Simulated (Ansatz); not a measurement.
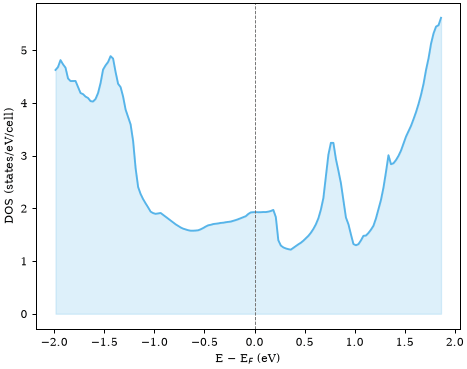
Figure. Density of states of GeP3 (R-3m) near the Fermi level, PBEsol, rigid bands (Ansatz, a quantum-chemistry and plane-wave program).

With 8 atoms a cell, what bare Sommerfeld coefficient γ = (π²/3) k_B² N(E_F) follows?

N(E_F) ≈ 1.92 states/eV a cell at 300 K, so γ ≈ 0.57 mJ/(mol of atoms·K²), before electron-phonon enhancement.

How far does the Fermi level move in a rigid band for 0.1 electron a cell added or removed?

52 meV and -52 meV.

A metal at this level (no band gap); rigid bands, thermally averaged at 300 K, both spins. Spin-orbit coupling is left out. Geometry: cell and atoms relaxed with PBEsol.

Formula and space group known from diffraction (Crystallography Open Database), not checked to be the room-temperature form: GeP3 (R-3m).
